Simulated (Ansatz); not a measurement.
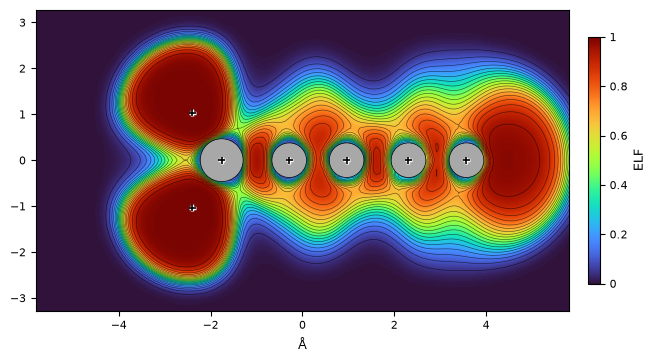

The electron localisation function on a plane through atoms (crosses mark nuclei in the plane; grey discs cover the cores).

The calculation used Ansatz, isolated molecule in a Gaussian basis; Kohn-Sham density functional theory, functional PBE0.

Candidates:
A. CH5FGeSn (SMILES [CH3][GeH2][Sn][F])
B. C4H2B (SMILES BC#CC#[C-]) (charge −1)
C. ClGeH5N2

Question: Which system is this?

Answer: Candidate B: C4H2B on the molecular plane, which holds C, B and H. C–C (1.25 Å): the ELF peaks at about 0.85 between the atoms; a short, multiple covalent bond. C–B (1.47 Å): the ELF peaks at about 0.95 between the atoms, as expected for localised, covalent bonding.
